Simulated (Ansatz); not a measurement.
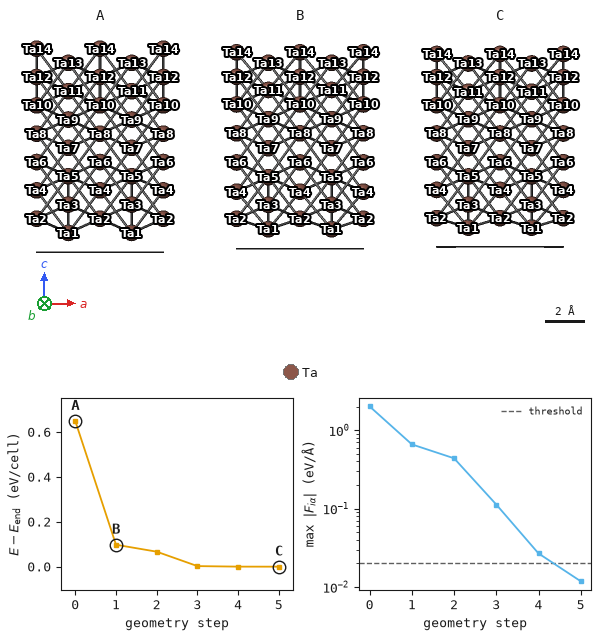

Frames of a relaxation of a slab of composition Ta (cut from the Im-3m phase), marked on the history of the run. Style: ball-and-stick. Shown: the 2 × 1 repeat of the cell, outlined in the plane, without the vacuum, along the b axis.

The slab is the (2 1 0) face of Ta.

Theory: Ansatz, DFT PBEsol, scalar-relativistic, plane waves, PAW. Set-up: plane-wave cutoff 420 eV; k-point mesh 11 × 5 × 1; occupations gaussian; smearing width 0.1 eV; no spin polarisation; dipole correction; atoms relaxed in a fixed cell; force threshold 0.02 eV/Å; at most 60 steps.

Question: Describe the path.

Answer: The largest moves relative to the layer's centre, 0.27 Å, are those of Ta1 and Ta14. Ta1 goes along the normal (+c). The cell stays as it was. Near-neighbour distances that change, for instance: Ta10–Ta14 3.280 → 3.022 Å, Ta11–Ta14 2.841 → 2.663 Å, Ta13–Ta14 2.841 → 2.737 Å, Ta10–Ta12 3.280 → 3.209 Å. Bond angles that change, for instance: Ta2–Ta1–Ta4 109.5° → 117.5°, Ta4–Ta1–Ta4 70.5° → 76.0°, Ta1–Ta2–Ta5 70.5° → 66.2°. After 5 geometry steps the energy has fallen by 0.649 eV per cell of the calculation. Largest force component: 2 eV/Å at the start, 0.012 eV/Å at the end. From step 0 to 1: Ta atoms move most (0.19 Å), energy −0.551 eV per cell of the calculation. From step 1 to 5: Ta atoms move most (0.10 Å), energy −97.8 meV per cell of the calculation.

```
step  E − E(0), meV/atom  largest force component, eV/Å
   0                0.00                         2.0094
   1              -39.37                         0.6598
   2              -41.58                         0.4384
   3              -46.17                         0.1127
   4              -46.34                         0.0268
   5              -46.35                         0.0118
```
